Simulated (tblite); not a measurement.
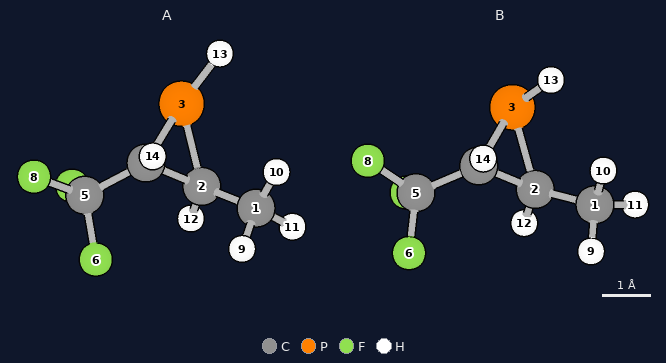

Two geometries of C4H6F3P, drawn at one scale. One is the start of a relaxation, the other its converged end. Style: ball-and-stick. Shown face on.

The calculation used GFN2-xTB geometry optimisation, gas phase (tblite 0.8.0). 

Q: Which one is relaxed?

A: Structure B is the relaxed one. After 80 geometry steps the energy has fallen by 1.111 eV. The atom that moves furthest after the best rigid fit is an H atom (0.65 Å). Largest moves by element: H 0.65 Å, F 0.50 Å, P 0.16 Å, C 0.16 Å. Some distances before and after: C–F 1.392 → 1.342 Å, C–C 1.538 → 1.494 Å, C–H 1.127 → 1.088 Å, H–P 1.439 → 1.402 Å. Bond angles that change, for instance: C–P–H 120.8° → 93.0°, C–P–H 121.3° → 94.4°, C–C–F 104.4° → 112.7°. Groups turn about C–C by about 20°.
